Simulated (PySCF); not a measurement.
**NMR shielding calculation, with input and output: C7H22Si3**

- system: C7H22Si3
- method: GIAO PBE0/6-31G* NMR shielding, non-relativistic, gas phase (PySCF 2.14.0)

The geometry comes from this level: GFN2-xTB. Figures and captions count atoms from 1; the log counts them from 0 in places.

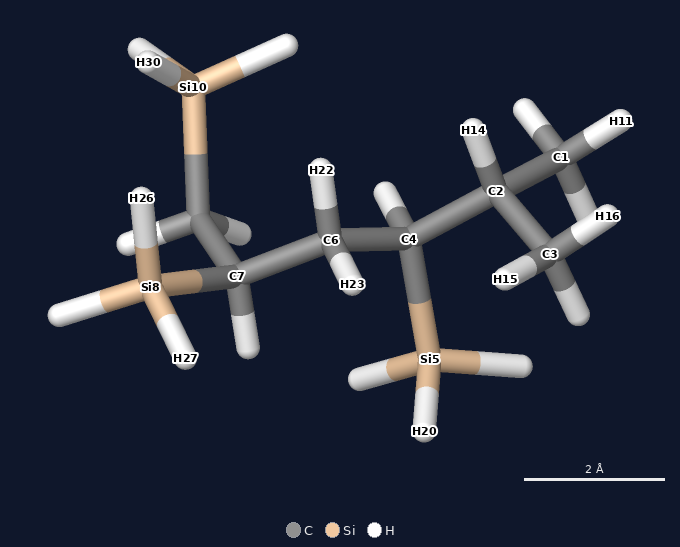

**Figure 1.** The input geometry (stick view, seen at a tilt; atoms are numbered from 1 in the order of the input). Bond lengths as drawn: C–C 1.53 to 1.54 Å, C–H 1.09 to 1.10 Å, C–Si 1.90 to 1.91 Å and H–Si 1.46 to 1.47 Å.

Results in brief:

- outcome: converged
- total energy: −1147.661906 hartree
- HOMO: −7.86 eV
- LUMO: 0.88 eV
- dipole moment: 0.48 D
- isotropic shielding, C: 158.6 to 186.1 ppm
- isotropic shielding, Si: 447.3 to 466.9 ppm
- isotropic shielding, H: 28.2 to 31.7 ppm
- hardware: 1 CPU thread, shared host
- wall time: 51 s
- peak memory: 1 GiB

Input file:
```
{"job": {"xc": "PBE0", "basis": "6-31G*", "kind": "nmr", "pop": false}, "charge": 0, "multiplicity": 1}
C      2.584789     1.645011    -1.058943
C      1.818439     1.052165     0.121646
C      2.796108     0.460267     1.132924
C      0.758542     0.041389    -0.353048
Si     1.465315    -1.630766    -0.947000
C     -0.308994    -0.156931     0.730380
C     -1.494823    -1.028976     0.317307
Si    -2.636101    -1.340138     1.816332
C     -2.244973    -0.482521    -0.901984
Si    -2.776501     1.342653    -0.849712
H      3.287004     2.401393    -0.713251
H      3.145016     0.875204    -1.583350
H      1.901740     2.113004    -1.765293
H      1.285979     1.878556     0.613791
H      2.269936     0.038503     1.985514
H      3.469424     1.232341     1.501163
H      3.394918    -0.323445     0.673977
H      0.261397     0.510778    -1.209601
H      0.546145    -2.245012    -1.911119
H      1.651494    -2.537900     0.188692
H      2.747159    -1.469833    -1.637306
H     -0.689810     0.824417     1.036541
H      0.158055    -0.607904     1.610764
H     -1.091785    -2.012178     0.032542
H     -3.810388    -2.101327     1.384607
H     -3.062624    -0.081135     2.428564
H     -1.888280    -2.118350     2.808382
H     -3.137777    -1.094259    -1.060350
H     -1.631141    -0.628049    -1.796562
H     -3.479862     1.653787     0.395686
H     -3.674237     1.575865    -1.985135
H     -1.629386     2.244995    -0.991141
```

The first line tells a small driver script what to run in PySCF; the rest is the geometry in Å.

Launch command:
```bash
OMP_NUM_THREADS=1 python <driver script> task.json out
```

Output:
```
coarse grid: 26120 points
cycle   1  E = -1147.6960066951  dE =  4.816e-01  |g| = 5.105e-01  |ddm| = 4.603e+00
cycle   2  E = -1147.6678978990  dE =  2.811e-02  |g| = 6.019e-01  |ddm| = 1.182e+00
cycle   3  E = -1147.7676260577  dE = -9.973e-02  |g| = 5.770e-02  |ddm| = 7.092e-01
cycle   4  E = -1147.7683344098  dE = -7.084e-04  |g| = 3.039e-02  |ddm| = 9.928e-02
cycle   5  E = -1147.7685735536  dE = -2.391e-04  |g| = 4.145e-03  |ddm| = 3.295e-02
cycle   6  E = -1147.7685776702  dE = -4.117e-06  |g| = 1.252e-03  |ddm| = 5.437e-03
final grid: 232424 points
cycle   7  E = -1147.6618720790  dE = -7.002e-05  |g| = 1.104e-02  |ddm| = 4.257e-02
cycle   8  E = -1147.6618550086  dE =  1.707e-05  |g| = 1.358e-02  |ddm| = 2.561e-02
cycle   9  E = -1147.6619052893  dE = -5.028e-05  |g| = 9.359e-04  |ddm| = 1.505e-02
cycle  10  E = -1147.6619055158  dE = -2.265e-07  |g| = 2.806e-04  |ddm| = 1.426e-03
cycle  11  E = -1147.6619055354  dE = -1.964e-08  |g| = 5.379e-05  |ddm| = 3.013e-04
cycle  12  E = -1147.6619055361  dE = -6.739e-10  |g| = 2.099e-05  |ddm| = 7.573e-05
```

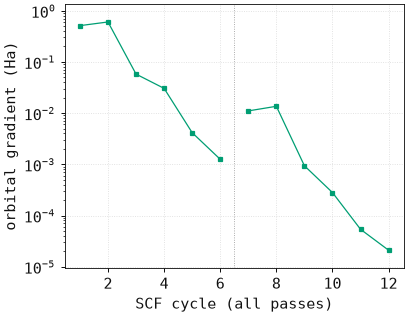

**Figure 2.** Convergence of the self-consistent field: orbital gradient against the SCF cycle. The dotted line marks the change from a coarse to the final integration grid. The first 6 cycles use a coarse grid, the final grid takes over at cycle 7, and the field converges after 12 cycles in all.

```
converged SCF energy = -1147.6619055361

GIAO shielding tensors (ppm)
atom      isotropic    diamagn.    paramagn.     s11        s22        s33       span
  0 C      171.786     249.078     -77.291    150.854    169.680    194.824     43.970
  1 C      162.992     241.059     -78.067    148.938    164.066    175.973     27.035
  2 C      176.486     250.495     -74.009    165.745    170.690    193.022     27.277
  3 C      168.172     246.774     -78.602    152.965    163.590    187.962     34.997
  4 Si     458.545     885.222    -426.677    430.660    449.939    495.035     64.376
  5 C      158.571     249.311     -90.739    139.785    161.326    174.603     34.818
  6 C      177.802     245.000     -67.198    170.257    181.031    182.119     11.862
  7 Si     447.289     883.696    -436.407    406.420    435.004    500.444     94.023
  8 C      186.118     246.409     -60.290    175.287    182.952    200.117     24.830
  9 Si     466.919     882.915    -415.997    449.023    453.556    498.176     49.153
 10 H       31.308      30.907       0.401     26.730     28.731     38.463     11.733
 11 H       31.145      31.906      -0.761     26.914     30.845     35.676      8.762
 12 H       31.390      31.407      -0.018     26.575     30.317     37.276     10.701
 13 H       30.488      33.200      -2.713     26.714     30.125     34.624      7.910
 14 H       31.106      32.474      -1.368     25.615     31.397     36.307     10.691
 15 H       31.368      31.378      -0.009     26.859     28.709     38.537     11.677
 16 H       31.689      31.937      -0.248     27.502     31.250     36.314      8.813
 17 H       30.711      35.811      -5.099     25.375     31.245     35.514     10.139
 18 H       28.437      32.466      -4.028     24.237     27.757     33.318      9.082
 19 H       28.555      32.681      -4.127     25.666     26.401     33.597      7.931
 20 H       28.267      32.197      -3.930     24.140     27.363     33.299      9.159
 21 H       30.733      36.535      -5.802     26.744     31.540     33.916      7.172
 22 H       30.194      35.999      -5.805     23.854     32.943     33.785      9.931
 23 H       30.732      33.263      -2.531     26.595     30.107     35.494      8.899
 24 H       28.382      30.238      -1.857     24.634     26.248     34.263      9.629
 25 H       28.227      31.420      -3.193     24.686     27.253     32.743      8.057
 26 H       28.398      30.903      -2.505     24.366     26.949     33.878      9.512
 27 H       31.311      30.795       0.516     25.822     29.607     38.504     12.683
 28 H       30.870      32.573      -1.703     25.732     30.891     35.987     10.255
 29 H       28.201      31.141      -2.941     24.166     27.325     33.111      8.945
 30 H       28.502      29.794      -1.292     25.106     25.735     34.666      9.559
 31 H       28.326      32.589      -4.263     23.662     29.173     32.145      8.484
```

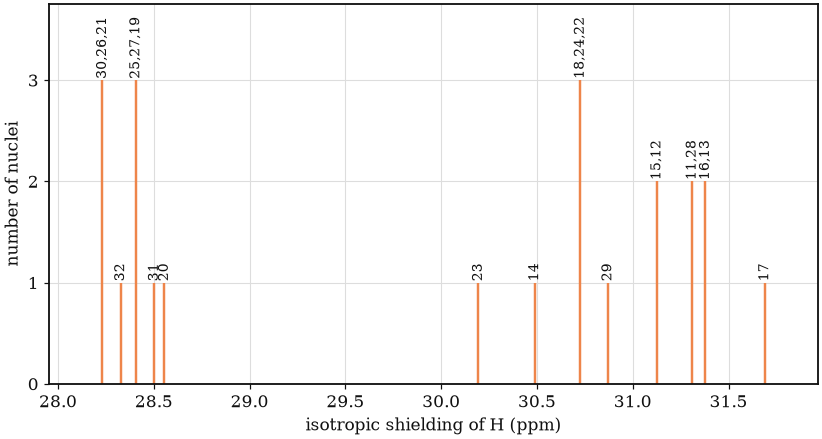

**Figure 3.** Isotropic shieldings of the hydrogen nuclei in this fixed geometry, labelled by atom number; shielding grows to the right, so chemical shift grows to the left. The least shielded is H30 (28.2 ppm), the most shielded H17 (31.7 ppm).
